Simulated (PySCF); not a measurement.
SMILES C[C](C)O (C3H7O), doublet at its CAM-B3LYP/def2-SVP optimised geometry (Å):

```
11

C     -1.4663    -0.2831     0.0754
C      0.0160    -0.3725     0.0000
C      0.8891     0.6473     0.6497
O      0.4664    -1.6657     0.0000
H     -1.8459    -0.5326     1.0881
H     -1.8148     0.7309    -0.1685
H     -1.9304    -0.9927    -0.6258
H      1.9304     0.5798     0.2891
H      0.9202     0.5309     1.7541
H      0.5334     1.6657     0.4378
H      1.4311    -1.6657     0.0000
```

Calculation: unrestricted CAM-B3LYP/def2-TZVP run with PySCF. Cells within 0.4 Å of a nucleus heavier than hydrogen are left out (blank, or x).

Map of the deformation density (molecule minus spherical neutral atoms) (e/bohr³) on the plane z = 0.0 Å:

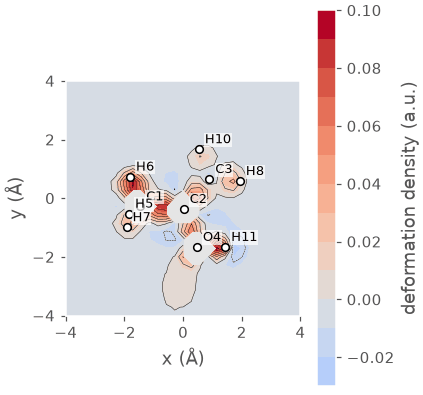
*Deformation density (molecule minus spherical neutral atoms) (e/bohr³) on the plane z = 0.0 Å.*
